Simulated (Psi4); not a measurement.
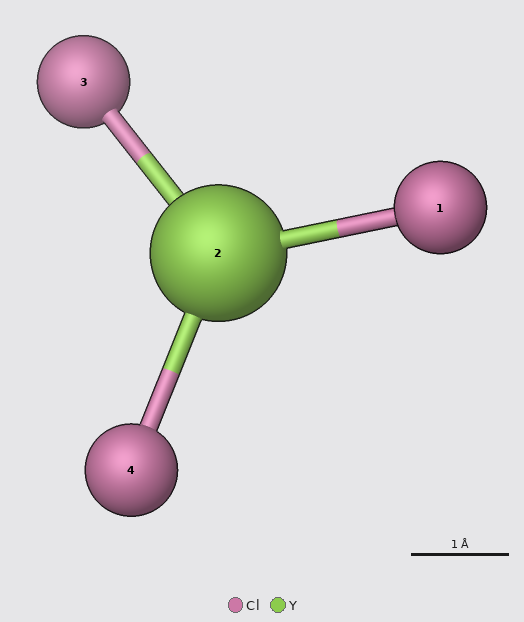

Figure 1. The structure as given in the input (ball-and-stick view, seen at a tilt; atoms are numbered from 1 in the order of the input). Sticks mark near contacts. Bond lengths as drawn: Cl–Y 2.43 Å.

Property calculation of YCl$_{3}$

System: YCl$_{3}$, SMILES [Cl][Y]([Cl])[Cl].
Method: PBE0/def2-TZVP, RKS, core potentials def2 (Psi4 1.11).

The geometry comes from this level: PBE0-D4/def2-TZVP.

Log:
```
Psi4 1.11 release

   => Loading Basis Set <=

    Name: DEF2-TZVP
    Role: ORBITAL
    Keyword: BASIS

    !!!  WARNING: ECP capability is in beta. Please check occupations closely.  !!!

         ---------------------------------------------------------
                                   SCF
                              RKS Reference
                        1 Threads,   1525 MiB Core
         ---------------------------------------------------------

  ==> Geometry <==

    Molecular point group: c1
    Full point group: C1

    Geometry (in Angstrom), charge = 0, multiplicity = 1:

       Center              X                  Y                   Z               Mass
    ------------   -----------------  -----------------  -----------------  -----------------
         CL          -1.812361344940    -0.992787217052     1.286205319720    34.968852682000
         Y           -0.000061344940    -0.000007217052     0.000135319720    88.905840300000
         CL           2.291738655060    -0.738637217052     0.355475319720    34.968852682000
         CL          -0.479221344940     1.731442782948    -1.642024680280    34.968852682000

  Running in c1 symmetry.

  Rotational constants: A =      0.05426  B =      0.05424  C =      0.02712 [cm^-1]
  Rotational constants: A =   1626.64325  B =   1626.09779  C =    813.18524 [MHz]
  Nuclear repulsion =  230.799168460024902

  Charge       = 0
  Multiplicity = 1
  Electrons    = 62
  Nalpha       = 31
  Nbeta        = 31

  ==> Algorithm <==

  SCF Algorithm Type is DF.
  DIIS enabled.
  MOM disabled.
  Fractional occupation disabled.
  Guess Type is SAD.
  Energy threshold   = 1.00e-06
  Density threshold  = 1.00e-06
  Integral threshold = 1.00e-12

  ==> Primary Basis <==

  Basis Set: DEF2-TZVP
    Blend: DEF2-TZVP
    Number of shells: 53
    Number of basis functions: 151
    Number of Cartesian functions: 172
    Spherical Harmonics?: true
    Max angular momentum: 3

  Core potential: DEF2-TZVP
    Number of shells: 4
    Number of ECP primitives: 14
    Number of ECP core electrons: 28
    Max angular momentum: 3

  ==> DFT Potential <==

   => LibXC <=

    Version 7.1.2

   => Composite Functional: PBE0 <=

    PBE0 Hyb-GGA Exchange-Correlation Functional

    Deriv               =              1
    GGA                 =           TRUE
    Meta                =          FALSE

    Exchange Hybrid     =           TRUE
    MP2 Hybrid          =          FALSE

   => Exchange Functionals <=

    0.7500   Perdew, Burke & Ernzerhof

   => Exact (HF) Exchange <=

    0.2500               HF

   => Correlation Functionals <=

    1.0000   Perdew, Burke & Ernzerhof

   => LibXC Density Thresholds  <==

    XC_HYB_GGA_XC_PBEH:  1.00E-15

   => Molecular Quadrature <=

    Radial Scheme          =       TREUTLER
    Pruning Scheme         =           NONE
    Nuclear Scheme         =       TREUTLER

    Blocking Scheme        =         OCTREE
    BS radius alpha        =              1
    Pruning alpha          =              1
    Radial Points          =             99
    Spherical Points       =            590
    Total Points           =         224396
    Total Blocks           =           1829
    Max Points             =            256
    Max Functions          =            133
    Weights Tolerance      =       1.00E-15

   => Loading Basis Set <=

    Name: (DEF2-TZVP AUX)
    Role: JKFIT
    Keyword: DF_BASIS_SCF

  ==> Integral Setup <==

  DFHelper Memory: AOs need 0.107 GiB; user supplied 0.525 GiB.
  SCF_SUBTYPE=INCORE selected. In-core MEM_DF algorithm will be used.
  Using in-core AOs.

  ==> MemDFJK: Density-Fitted J/K Matrices <==

    J tasked:                   Yes
    K tasked:                   Yes
    wK tasked:                   No
    Memory [MiB]:               537
    Algorithm:                 Core
    Schwarz Cutoff:           1E-12
    Mask sparsity (%):      10.5522
    Fitting Condition:        1E-10

   => Auxiliary Basis Set <=

  Basis Set: (DEF2-TZVP AUX)
    Blend: DEF2-UNIVERSAL-JKFIT
    Number of shells: 163
    Number of basis functions: 639
    Number of Cartesian functions: 849
    Spherical Harmonics?: true
    Max angular momentum: 6

  Cached 100.0% of DFT collocation blocks in 0.592 [GiB].

  Minimum eigenvalue in the overlap matrix is 7.1207288630E-03.
  Reciprocal condition number of the overlap matrix is 1.7634574610E-03.
    Using symmetric orthogonalization.

  ==> Pre-Iterations <==

  SCF Guess: Superposition of Atomic Densities via on-the-fly atomic UHF (no occupation information).

   -------------------------
    Irrep   Nso     Nmo
   -------------------------
     A        151     151
   -------------------------
    Total     151     151
   -------------------------

  ==> Iterations <==

                           Total Energy        Delta E     RMS |[F,P]|

   @DF-RKS iter SAD: -1418.37245414252675   -1.41837e+03   0.00000e+00
   @DF-RKS iter   1: -1418.63914797860753   -2.66694e-01   4.04037e-03 ADIIS/DIIS
   @DF-RKS iter   2: -1418.61340450011676    2.57435e-02   4.06752e-03 ADIIS/DIIS
   @DF-RKS iter   3: -1418.75880680310070   -1.45402e-01   8.85031e-04 ADIIS/DIIS
   @DF-RKS iter   4: -1418.77026541714758   -1.14586e-02   1.12884e-04 ADIIS/DIIS
   @DF-RKS iter   5: -1418.77041269675533   -1.47280e-04   1.85140e-05 DIIS
   @DF-RKS iter   6: -1418.77041736550950   -4.66875e-06   9.97151e-07 DIIS
   @DF-RKS iter   7: -1418.77041739392575   -2.84163e-08   7.29634e-07 DIIS
  Energy and wave function converged.

  ==> Post-Iterations <==

   Electrons on quadrature grid:
      Ntotal   =   61.9999953017 ; deviation = -4.698e-06

    Orbital Energies [Eh]
    ---------------------

    Doubly Occupied:

       1A   -101.687319     2A   -101.687318     3A   -101.687308
       4A     -9.514732     5A     -9.514730     6A     -9.514725
       7A     -7.243652     8A     -7.243650     9A     -7.243638
      10A     -7.243259    11A     -7.243258    12A     -7.243255
      13A     -7.242704    14A     -7.242703    15A     -7.242700
      16A     -1.961175    17A     -1.163063    18A     -1.157636
      19A     -1.157635    20A     -0.821780    21A     -0.810623
      22A     -0.810620    23A     -0.386043    24A     -0.371006
      25A     -0.370999    26A     -0.351823    27A     -0.351816
      28A     -0.344901    29A     -0.343916    30A     -0.343916
      31A     -0.335606

    Virtual:

      32A     -0.106519    33A     -0.062280    34A     -0.062270
      35A     -0.022289    36A     -0.022285    37A     -0.009444
      38A      0.006862    39A      0.030638    40A      0.030640
      41A      0.093172    42A      0.112326    43A      0.134143
      44A      0.138864    45A      0.138874    46A      0.168237
      47A      0.168246    48A      0.193652    49A      0.193678
      50A      0.322040    51A      0.340237    52A      0.340251
      53A      0.342561    54A      0.380210    55A      0.380223
      56A      0.387432    57A      0.393977    58A      0.393983
      59A      0.415342    60A      0.415345    61A      0.417724
      62A      0.431981    63A      0.434424    64A      0.434434
      65A      0.451320    66A      0.451974    67A      0.500261
      68A      0.512329    69A      0.512367    70A      0.529838
      71A      0.529869    72A      0.600601    73A      0.600647
      74A      0.717112    75A      0.717125    76A      0.722483
      77A      0.722520    78A      0.738142    79A      0.791383
      80A      0.870417    81A      0.870427    82A      0.878337
      83A      0.906695    84A      0.906697    85A      0.916559
      86A      0.924519    87A      0.942047    88A      0.942064
      89A      0.975929    90A      1.250817    91A      1.339435
      92A      1.339438    93A      1.747582    94A      1.765184
      95A      1.765193    96A      1.778314    97A      1.778321
      98A      1.784861    99A      1.829118   100A      1.854768
     101A      1.860625   102A      1.860639   103A      1.889201
     104A      1.889257   105A      1.925355   106A      1.937477
     107A      1.937488   108A      2.080295   109A      2.090955
     110A      2.090961   111A      2.093251   112A      2.093254
     113A      2.093327   114A      2.093473   115A      2.096682
     116A      2.096688   117A      2.108649   118A      2.108664
     119A      2.111809   120A      2.193748   121A      2.193818
     122A      2.203010   123A      2.224598   124A      2.239975
     125A      2.239999   126A      2.245556   127A      2.262450
     128A      2.262453   129A      2.267824   130A      2.289344
     131A      2.289348   132A      2.336253   133A      2.336276
     134A      2.434263   135A      2.659444   136A      2.741967
     137A      2.742001   138A     10.770196   139A     10.779489
     140A     10.780140   141A     10.780162   142A     10.812296
     143A     10.812300   144A     10.908129   145A     10.928471
     146A     10.928527   147A     18.097923   148A     24.861409
     149A     24.996375   150A     24.996491   151A     65.620216

    Final Occupation by Irrep:
              A
    DOCC [    31 ]
    NA   [    31 ]
    NB   [    31 ]

  @DF-RKS Final Energy: -1418.77041739392575

   => Energetics <=

    Nuclear Repulsion Energy =            230.7991684600249016
    One-Electron Energy =               -2431.5872800586607809
    Two-Electron Energy =                 849.6715663908388478
    DFT Exchange-Correlation Energy =     -67.6538721861285524
    Empirical Dispersion Energy =           0.0000000000000000
    VV10 Nonlocal Energy =                  0.0000000000000000
    Total Energy =                      -1418.7704173939257544

Computation Completed

Properties will be evaluated at   0.000000,   0.000000,   0.000000 [a0]

Properties computed using the SCF density matrix

 Multipole Moments:

 ------------------------------------------------------------------------------------
     Multipole            Electronic (a.u.)      Nuclear  (a.u.)        Total (a.u.)
 ------------------------------------------------------------------------------------

 L = 1.  Multiply by 2.5417464519 to convert [e a0] to [Debye]
 Dipole X            :         -0.0040460            0.0037353           -0.0003107
 Dipole Y            :         -0.0004457            0.0004394           -0.0000063
 Dipole Z            :          0.0089089           -0.0082395            0.0006694
 Magnitude           :                                                    0.0007380

 ------------------------------------------------------------------------------------

	total time  =         10 seconds =       0.17 minutes

Properties will be evaluated at   0.000000,   0.000000,   0.000000 [a0]
OEProp: No title given, name of density matrix used for the following properties is 'SCF density'

 Multipole Moments:

 ------------------------------------------------------------------------------------
     Multipole            Electronic (a.u.)      Nuclear  (a.u.)        Total (a.u.)
 ------------------------------------------------------------------------------------

 L = 1.  Multiply by 2.5417464519 to convert [e a0] to [Debye]
 Dipole X            :         -0.0040460            0.0037353           -0.0003107
 Dipole Y            :         -0.0004457            0.0004394           -0.0000063
 Dipole Z            :          0.0089089           -0.0082395            0.0006694
 Magnitude           :                                                    0.0007380

 L = 2.  Multiply by 1.3450342976 to convert [e a0^2] to [Debye ang]
 Quadrupole XX       :       -585.1011029          532.1898554          -52.9112475
 Quadrupole XY       :         44.9621159          -43.9052301            1.0568858
 Quadrupole XZ       :         45.3529482          -44.2877140            1.0652341
 Quadrupole YY       :       -321.6751718          274.9533996          -46.7217723
 Quadrupole YZ       :        272.4594130         -266.0573421            6.4020709
 Quadrupole ZZ       :       -318.4314295          271.7860383          -46.6453912
 Traceless XX        :       -176.6985348          172.5467577           -4.1517772
 Traceless YY        :         86.7273963          -84.6896982            2.0376981
 Traceless ZZ        :         89.9711386          -87.8570595            2.1140791

 ------------------------------------------------------------------------------------
  Mulliken Charges: (a.u.)
   Center  Symbol    Alpha    Beta     Spin     Total
       1    CL     8.71086  8.71086  0.00000 -0.42173
       2     Y     4.86739  4.86739  0.00000  1.26521
       3    CL     8.71087  8.71087  0.00000 -0.42174
       4    CL     8.71087  8.71087  0.00000 -0.42174

   Total alpha = 31.00000, Total beta = 31.00000, Total charge =  0.00000

  Lowdin Charges: (a.u.)
   Center  Symbol    Alpha    Beta     Spin     Total
       1    CL     8.48525  8.48525  0.00000  0.02950
       2     Y     5.54422  5.54422  0.00000 -0.08844
       3    CL     8.48527  8.48527  0.00000  0.02947
       4    CL     8.48526  8.48526  0.00000  0.02947

  Total alpha = 31.00000, Total beta = 31.00000, Total charge =  0.00000

    Psi4 run time: 0:00:10.73
```

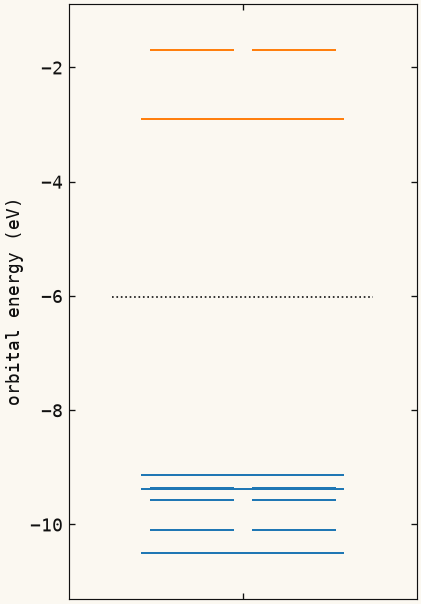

Figure 2. Orbital energies near the frontier; the dotted line parts filled from empty levels, and levels within 0.02 eV of each other stand side by side. Highest filled −9.13 eV, lowest empty −2.90 eV, 6.23 eV apart.

This output came from the following input.

Input (cl3y.in):
```
memory 1600 MB

molecule geom {
  0 1
  Cl    -1.812390    -0.992790     1.286260
  Y     -0.000090    -0.000010     0.000190
  Cl     2.291710    -0.738640     0.355530
  Cl    -0.479250     1.731440    -1.641970
  symmetry c1
}

set basis def2-TZVP
set puream true
set scf_type df
set dft_radial_points 99
set dft_spherical_points 590

result, w = energy('pbe0', return_wfn=True)
oeprop(w, 'DIPOLE', 'QUADRUPOLE', 'MULLIKEN_CHARGES', 'LOWDIN_CHARGES')
```

Command:
```bash
psi4 cl3y.in cl3y.out -n 1
```

Results in brief:

| quantity | value |
| --- | --- |
| outcome | converged |
| total energy | −1418.770417 hartree |
| basis functions | 151 |
| HOMO | −9.13 eV |
| LUMO | −2.90 eV |
| dipole moment | 0.00 D |
| hardware | 1 thread of Intel Xeon @ 2.70GHz, 189 GiB of memory available, shared host |
| wall time | 13 s |
| peak memory | 0.94 GiB |
